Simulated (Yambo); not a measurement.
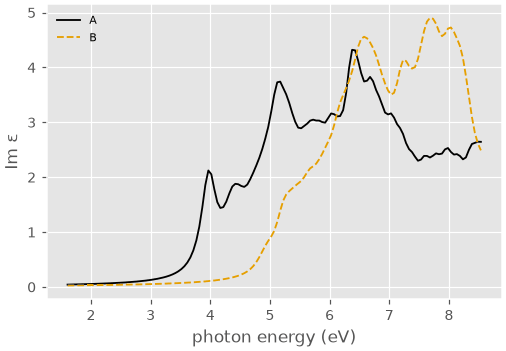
Figure: Two computed absorption spectra of AgNO3 (space group R3m, No. 160) (Yambo, PBEsol bands with the same scissor, field along x)

Axes are Cartesian, with cell vectors (Å) (2.58, 1.49, 2.78), (-2.58, 1.49, 2.78), (0.00, -2.97, 2.78).

Which curve includes the electron-hole attraction (BSE), and where are its main peaks?

Curve A: the attraction moves weight to lower energy (centre of the plotted range 6.2 eV against 6.9 eV). Its peaks lie at 4.0 eV, 5.2 eV, 6.4 eV. Settings: 6×6×6 mesh, 10 valence and 3 conduction bands, static screening with 44 bands and a 3 Ry block, scissor 2.48 eV, Tamm-Dancoff. The scissor comes from a G0W0 run whose convergence isn't established. Broadening 0.15 eV. The band window holds all transitions up to 11.1 eV. Fine structure above the onset can come from the mesh.

Spin-orbit coupling is not included.

Geometry relaxed with PBE+D3(BJ); primitive cell a = b = c = 4.073 Å, α = β = γ = 78.42°.
